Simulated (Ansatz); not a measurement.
## Run report: Hf3H12O12 (charge −1), geometry relaxation

System: Hf3H12O12, charge −1, multiplicity 2.
Method: UHF/def2-SVP (Ansatz 0.2.0).

The geometry comes from this level: PBE-D4/def2-SVP.

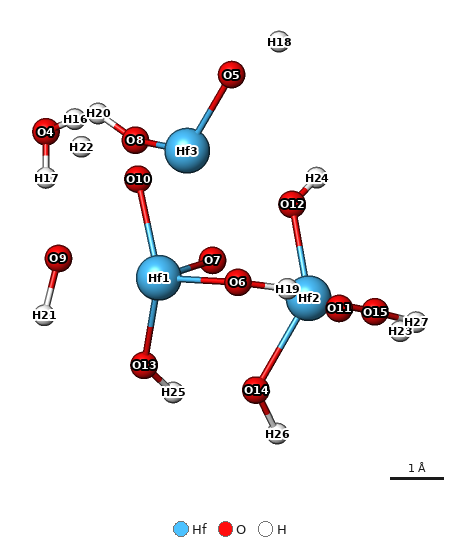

Fig. 1: The starting structure (ball-and-stick view, seen at a tilt; atoms are numbered from 1 in the order of the input). Sticks mark near contacts. Bond lengths as drawn: Hf–O 1.67 to 2.06 Å and H–O 0.84 to 1.13 Å.

**The input**
```yaml
crystal:
  periodic: [false, false, false]
  atoms:
    - {symbol: Hf, position_ang: [-0.398992, 0.635145, -1.682218]}
    - {symbol: Hf, position_ang: [2.296869, 0.035575, 1.278974]}
    - {symbol: Hf, position_ang: [-1.309260, -0.592514, 1.558574]}
    - {symbol: O, position_ang: [-3.940156, -0.368308, -2.239792]}
    - {symbol: O, position_ang: [-1.650272, -2.388233, 1.457597]}
    - {symbol: O, position_ang: [0.741777, -0.537091, -2.307543]}
    - {symbol: O, position_ang: [0.322199, 0.292855, 0.124512]}
    - {symbol: O, position_ang: [-2.065998, 0.368899, 2.863287]}
    - {symbol: O, position_ang: [-2.198649, 1.238373, -2.833165]}
    - {symbol: O, position_ang: [-1.846732, -0.217007, -0.485283]}
    - {symbol: O, position_ang: [2.671204, -0.925454, -0.810509]}
    - {symbol: O, position_ang: [0.966208, -0.824345, 2.402943]}
    - {symbol: O, position_ang: [0.537640, 2.307144, -1.347976]}
    - {symbol: O, position_ang: [2.647251, 1.917559, 0.604894]}
    - {symbol: O, position_ang: [3.527898, -0.233602, 2.377832]}
    - {symbol: H, position_ang: [-3.734926, -1.114789, -2.747802]}
    - {symbol: H, position_ang: [-3.394962, 0.197712, -2.682204]}
    - {symbol: H, position_ang: [-1.412554, -3.608873, 1.196938]}
    - {symbol: H, position_ang: [1.565914, -0.962737, -1.975295]}
    - {symbol: H, position_ang: [-2.912338, 0.566890, 3.233511]}
    - {symbol: H, position_ang: [-1.721516, 2.147823, -3.296228]}
    - {symbol: H, position_ang: [-3.112433, -0.131516, -0.901031]}
    - {symbol: H, position_ang: [3.864891, -1.278259, -0.558345]}
    - {symbol: H, position_ang: [1.041826, -1.325278, 3.077854]}
    - {symbol: H, position_ang: [1.352262, 2.536716, -0.814499]}
    - {symbol: H, position_ang: [3.542339, 2.435553, 0.946552]}
    - {symbol: H, position_ang: [4.322624, -0.342586, 3.136094]}
basis:
  gaussian: {orbitals: def2-SVP}
total_charge: -1
magnetization: {spin_polarized: true, initial_magnetization: 1}
hamiltonian: {xc: {name: HF}}
correlation: {electrons: outside_noble_gas}
scf: {omitted_lower_state_checks: [starts]}
relax: {f_tol: 0.0001, max_steps: 2}
```

Hardware: 2 CPU threads, shared host.

Launch command:
```bash
ansatz run in.yaml --threads 2 --pin off --events-out ev --progress --plain --max-ram 22528MiB --backend cuda --devices 0, --max-vram 18GiB
```

**Output**
```
Error: invalid value for `correlation`: name a method or an active space
```

**What the run reported**

```json
{"quantity": "outcome", "value": "refused by the program"}
```

**Diagnosis**

This input holds a deliberate fault: the optimiser is allowed too few steps. The program refused the input: “invalid value for `correlation`: name a method or an active space”
